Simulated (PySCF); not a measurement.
**One shape, several levels: SF4 (sulfur tetrafluoride)**

Wanted: a comparison of 6 runs (B3LYP/6-31G*, B2PLYP/6-311+G**, CAM-B3LYP/6-311+G**, M06-2X/6-311+G**, wB97M-V/6-311+G**, wB97X/6-311+G**) of SF4 (sulfur tetrafluoride). Input form: a Python script.

The results are computed with PySCF 2.14.0.

1 further run of the same task is left out (set aside as unsound or not needed).

**1. The molecule**

The species is SF4 (5 atoms), meant as a singlet with charge 0. As SMILES, `FS(F)(F)F`. One bond was lengthened or shortened from a relaxed shape.

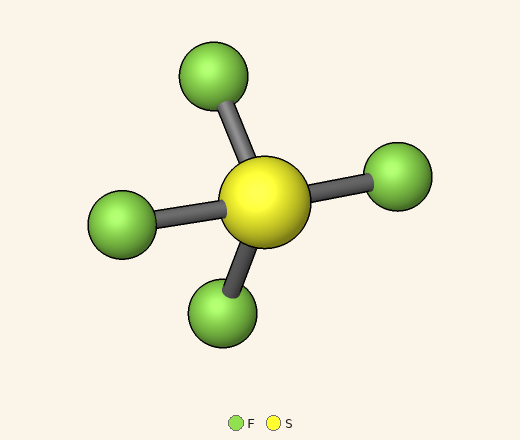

Viewed from a chosen angle; fluorine green, sulfur yellow.

**2. The energy at B3LYP/6-31G(d) (spherical functions) (run 1)**

calc.py

```python
from pyscf import gto, dft

mol = gto.Mole()
mol.atom = '''
F   -0.611700  -0.450345   1.220825
S    0.013500  -0.579745  -0.194975
F    1.486200  -0.684345   0.539425
F   -1.490600  -0.299645  -0.810175
F    0.400600   1.124600  -0.563100
'''
mol.verbose = 3
mol.max_memory = 1860
mol.spin = 0
mol.charge = 0
mol.basis = '6-31g*'
mol.build()

mf = dft.RKS(mol)
mf.xc = 'b3lyp'
mf.conv_tol = 1e-10
mf.grids.level = 5
mf.kernel()
if not mf.converged:
    mf = mf.newton().run(mf.mo_coeff, mf.mo_occ)

e_final = mf.e_tot
print('Final energy', e_final)
```

The run is started by

```
$ OMP_NUM_THREADS=1 python calc.py
```

The log of the run:

```text
converged SCF energy = -797.436914085744
Final energy -797.4369140857441
```

Wall time 14 s (1 thread of Intel Xeon at 2.70GHz, shared host); peak memory 0.38 GiB.

**3. The energy at B2PLYP/6-311+G(d,p) (run 2)**

input.py

```python
from pyscf import gto, dft, mp

mol = gto.M(
    atom=[
    ('F', (-0.611700, -0.450345, 1.220825)),
    ('S', (0.013500, -0.579745, -0.194975)),
    ('F', (1.486200, -0.684345, 0.539425)),
    ('F', (-1.490600, -0.299645, -0.810175)),
    ('F', (0.400600, 1.124600, -0.563100)),
],
    basis='6-311+g**',
    verbose=3,
    charge=0,
    max_memory=1860,
)

mf = dft.RKS(mol)
mf.xc = '0.53*HF + 0.47*B88, 0.73*LYP'
mf.conv_tol = 1e-10
mf.grids.level = 5
mf.kernel()
if not mf.converged:
    mf = mf.newton().run(mf.mo_coeff, mf.mo_occ)

pt = mp.MP2(mf, frozen=9).run()
e_final = mf.e_tot + 0.27 * pt.e_corr
print('PT2 part  %.8f' % (0.27 * pt.e_corr))
print('Final energy', e_final)
```

The run is started by

```
$ OMP_NUM_THREADS=1 python input.py
```

The log of the run:

```text
converged SCF energy = -796.850953109163
E(RMP2) = -798.087806821111  E_corr = -1.23685371194806
E(SCS-RMP2) = -798.038659258634  E_corr = -1.18770614947117
PT2 part  -0.33395050
Final energy -797.1849036113889
```

It took 26 s on 1 thread of Intel Xeon at 2.70GHz, shared host; peak memory 0.65 GiB.

Runs 3 to 5 aren't shown in full; the table further down has their settings and results.

**4. The energy at wB97X/6-311+G(d,p) (run 6)**

job.py

```python
from pyscf import gto, dft

mol = gto.Mole()
mol.atom = '''
F     -1.155945    -0.851029     2.307025
S      0.025511    -1.095559    -0.368449
F      2.808511    -1.293225     1.019366
F     -2.816826    -0.566247    -1.531009
F      0.757024     2.125186    -1.064105
'''
mol.charge = 0
mol.verbose = 4
mol.max_memory = 1860
mol.basis = '6-311+g**'
mol.spin = 0
mol.unit = 'bohr'
mol.build()

ks = dft.RKS(mol)
ks.xc = 'wb97x'
ks.conv_tol = 1e-10
ks.grids.level = 5
ks.kernel()
if not ks.converged:
    ks = ks.newton().run(ks.mo_coeff, ks.mo_occ)

energy = ks.e_tot
print('Final energy', energy)
```

The run is started by

```
$ OMP_NUM_THREADS=1 python job.py
```

The log of the run:

```text
PySCF version 2.14.0

[INPUT] num. atoms = 5
[INPUT] num. electrons = 52
[INPUT] charge = 0
[INPUT] spin (= nelec alpha-beta = 2S) = 0
[INPUT] symmetry False subgroup None
[INPUT] Mole.unit = bohr
[INPUT] Symbol           X                Y                Z      unit          X                Y                Z       unit  Magmom
[INPUT]  1 F     -0.611699751077  -0.450345152632   1.220825055023 AA   -1.155945000000  -0.851029000000   2.307025000000 Bohr   0.0
[INPUT]  2 S      0.013499839828  -0.579744856018  -0.194974814186 AA    0.025511000000  -1.095559000000  -0.368449000000 Bohr   0.0
[INPUT]  3 F      1.486200017818  -0.684345198592   0.539425256787 AA    2.808511000000  -1.293225000000   1.019366000000 Bohr   0.0
[INPUT]  4 F     -1.490600126327  -0.299645008152  -0.810175072513 AA   -2.816826000000  -0.566247000000  -1.531009000000 Bohr   0.0
[INPUT]  5 F      0.400599848920   1.124600000166  -0.563100116026 AA    0.757024000000   2.125186000000  -1.064105000000 Bohr   0.0

nuclear repulsion = 288.410427432526
number of shells = 54
number of NR pGTOs = 189
number of NR cGTOs = 118
basis = 6-311+g**
ecp = {}

******** <class 'pyscf.dft.rks.RKS'> ********
method = RKS
initial guess = minao
damping factor = 0
level_shift factor = 0
DIIS = <class 'pyscf.scf.diis.CDIIS'>
diis_start_cycle = 1
diis_space = 8
diis_damp = 0
SCF conv_tol = 1e-10
SCF conv_tol_grad = None
SCF max_cycles = 50
direct_scf = True
direct_scf_tol = 1e-13
XC library pyscf.dft.libxc version 7.0.0
    S. Lehtola, C. Steigemann, M. J.T. Oliveira, and M. A.L. Marques.,  SoftwareX 7, 1–5 (2018)
XC functionals = wb97x
radial grids:
    Treutler-Ahlrichs [JCP 102, 346 (1995); DOI:10.1063/1.469408] (M4) radial grids

becke partition: Becke, JCP 88, 2547 (1988); DOI:10.1063/1.454033
pruning grids: <function nwchem_prune>
grids dens level: 5
symmetrized grids: False
atomic radii adjust function: <function treutler_atomic_radii_adjust>
small_rho_cutoff = 0
Set gradient conv threshold to 1e-05
Initial guess from minao.
tot grids = 218560
init E= -798.073082098633
  HOMO = -0.357609434400445  LUMO = -0.0940623798154121  gap/eV = 7.17148
cycle= 1 E= -797.237206783464  delta_E= 0.836  |g|= 1.19  |ddm|= 2.32
  HOMO = -0.436548372421494  LUMO = -0.144921697122919  gap/eV = 7.93557
cycle= 2 E= -797.142007552044  delta_E= 0.0952  |g|= 1.55  |ddm|= 2.03
  HOMO = -0.492857848728951  LUMO = -0.0858719787189718  gap/eV = 11.07465
cycle= 3 E= -797.490541892082  delta_E= -0.349  |g|= 0.113  |ddm|= 1.01
  HOMO = -0.479137501110456  LUMO = -0.0593652583346678  gap/eV = 11.42258
cycle= 4 E= -797.491952717745  delta_E= -0.00141  |g|= 0.0578  |ddm|= 0.103
  HOMO = -0.477783137961273  LUMO = -0.0581636138950383  gap/eV = 11.41843
cycle= 5 E= -797.492428705753  delta_E= -0.000476  |g|= 0.0159  |ddm|= 0.037
  HOMO = -0.479235114581329  LUMO = -0.0581130954511783  gap/eV = 11.45931
cycle= 6 E= -797.49248489919  delta_E= -5.62e-05  |g|= 0.00405  |ddm|= 0.0158
  HOMO = -0.47872895652069  LUMO = -0.0580014701152241  gap/eV = 11.44858
cycle= 7 E= -797.492492468247  delta_E= -7.57e-06  |g|= 0.00244  |ddm|= 0.00733
  HOMO = -0.478780050569496  LUMO = -0.0579169004510713  gap/eV = 11.45227
cycle= 8 E= -797.49249501153  delta_E= -2.54e-06  |g|= 0.000881  |ddm|= 0.00433
  HOMO = -0.478783156045838  LUMO = -0.0579662046365574  gap/eV = 11.45101
cycle= 9 E= -797.492495591754  delta_E= -5.8e-07  |g|= 0.000173  |ddm|= 0.00293
  HOMO = -0.478781080073121  LUMO = -0.0579553090443347  gap/eV = 11.45125
cycle= 10 E= -797.492495622912  delta_E= -3.12e-08  |g|= 4.89e-05  |ddm|= 0.000753
  HOMO = -0.478775830720644  LUMO = -0.0579480912177526  gap/eV = 11.45131
cycle= 11 E= -797.492495624506  delta_E= -1.59e-09  |g|= 3.02e-05  |ddm|= 0.000134
  HOMO = -0.478777959150147  LUMO = -0.0579518024477093  gap/eV = 11.45126
cycle= 12 E= -797.492495624728  delta_E= -2.22e-10  |g|= 6.65e-06  |ddm|= 3.68e-05
  HOMO = -0.478778180080017  LUMO = -0.0579517119856687  gap/eV = 11.45127
cycle= 13 E= -797.492495624764  delta_E= -3.64e-11  |g|= 1.38e-06  |ddm|= 2.14e-05
  HOMO = -0.478778045595772  LUMO = -0.0579515777371466  gap/eV = 11.45127
Extra cycle  E= -797.492495624772  delta_E= -8.19e-12  |g|= 1.1e-06  |ddm|= 3.76e-06
converged SCF energy = -797.492495624772
Final energy -797.4924956247725
```

It took 41 s on 1 thread of Intel Xeon at 2.70GHz, shared host; peak memory 0.65 GiB.

**5. The series**

```
run                               level  frozen core orbitals  nlc grid  energy (Eh)  dipole moment (D)  HOMO energy (eV)  LUMO energy (eV)  wall time
  1  B3LYP/6-31G* (spherical functions)                     –         –  -797.436914               1.45             -9.44             -3.04       14 s
  2                    B2PLYP/6-311+G**                     9         –  -797.184904               1.86            -12.14             -2.47       26 s
  3                 CAM-B3LYP/6-311+G**                     –         –  -797.514335               1.84            -12.10             -2.74       41 s
  4                    M06-2X/6-311+G**                     –         –  -797.427241               1.84            -12.16             -2.82       46 s
  5                   wB97M-V/6-311+G**                     –         1  -797.477874               1.83            -12.96             -1.58      2 min
  6                     wB97X/6-311+G**                     –         –  -797.492496               1.82            -13.03             -1.58       41 s
```

**6. Summary of results**

| quantity | value |
| --- | --- |
| run 6: total energy | -797.49250 Eh |
| run 6: dipole moment | 1.82 D |
| run 6: HOMO energy | -13.03 eV |
| run 6: LUMO energy | -1.58 eV |
| run 6: HOMO–LUMO gap | 11.45 eV |

In words: The dipole moment (its size) runs from 1.45 D (B3LYP/6-31G*) to 1.86 D (B2PLYP/6-311+G**). The two ends differ in method and basis. A double hybrid's value is that of its SCF part. The HOMO–LUMO gap runs from 6.39 eV (B3LYP/6-31G*) to 11.45 eV (wB97X/6-311+G**). Totals of different functionals can't be ranked against each other. All runs together took 4.8 min, the longest 2 min.
